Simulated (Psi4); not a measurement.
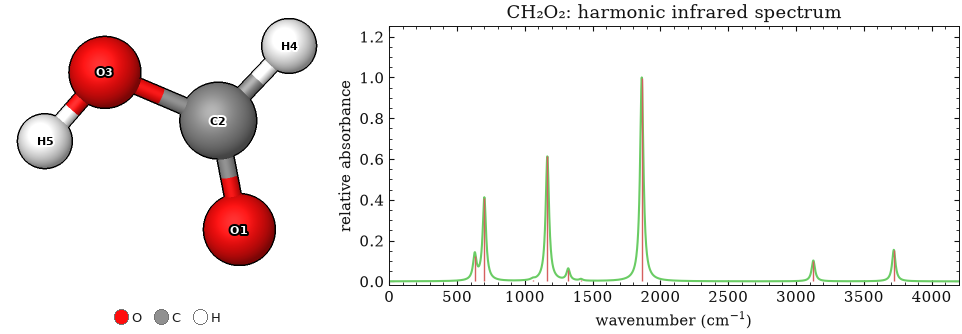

Infrared spectrum of CH₂O₂, SMILES O=CO. Unscaled harmonic wavenumbers and double-harmonic intensities, PBE0/6-31+G(d) (dispersion D3(BJ)), Psi4, at a geometry relaxed at this level, isolated molecule. Lorentzian lines of 30 cm⁻¹ full width. Close modes add up in the curve.

Q: Which is the highest mode?

A: 3721.1 cm⁻¹ (63.0 km/mol).

Q: Which lines are the most intense?

A: 1862.2 cm⁻¹ (406.9 km/mol), 1165.9 cm⁻¹ (249.6 km/mol) and 701.4 cm⁻¹ (165.6 km/mol).

Known limits of this run: double-zeta basis.
